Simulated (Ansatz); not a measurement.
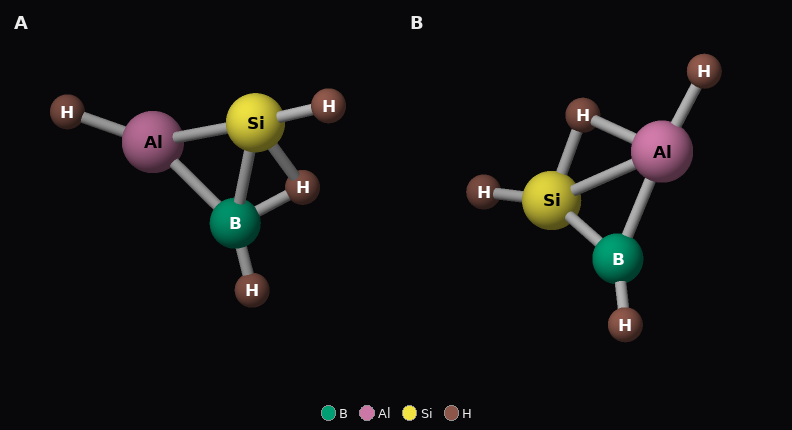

2 stationary structures of one formula. Geometries: PBE0-D4/def2-TZVP. Electronic energies: RHF-CCSD(T) (frozen core)/def2-TZVPP (Ansatz 0.2.0), without zero-point energy. No frequency run is at hand to confirm each as a minimum. Each is one conformer, not always the lowest.

> Which is lowest in energy, and by how much?

B is lowest (Cs); A lies 0.436 eV above it (C1).
